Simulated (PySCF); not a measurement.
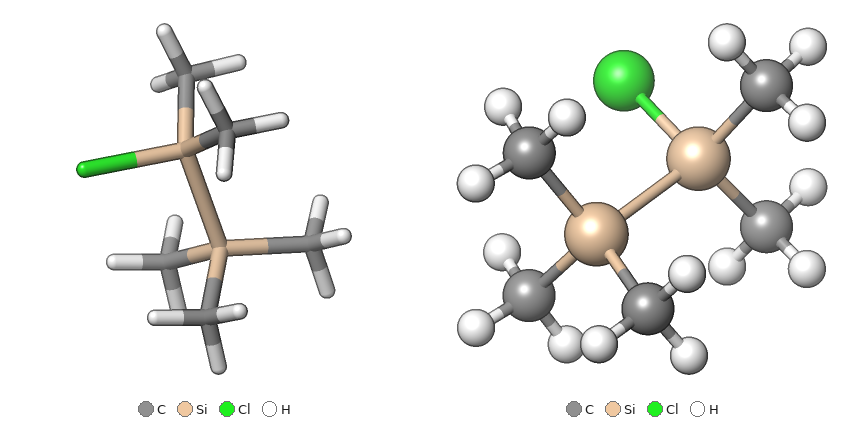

The same structure drawn twice, from different directions.

The computed structure is the end point of a PBE0-D3(BJ)/def2-SVP optimisation. No frequency run is at hand to confirm it as a minimum.

What is the molecular formula?

Answer. C5H15ClSi2, 23 atoms: 5 carbon, 15 hydrogen, 1 chlorine and 2 silicon.

Write the SMILES.

Answer. C[Si](C)(C)[Si](C)(C)Cl

Does it have rings?

Answer. It has no ring.

Count the bonded pairs by element.

Answer. 15 C–H, 5 C–Si, 1 Si–Si, 1 Cl–Si.
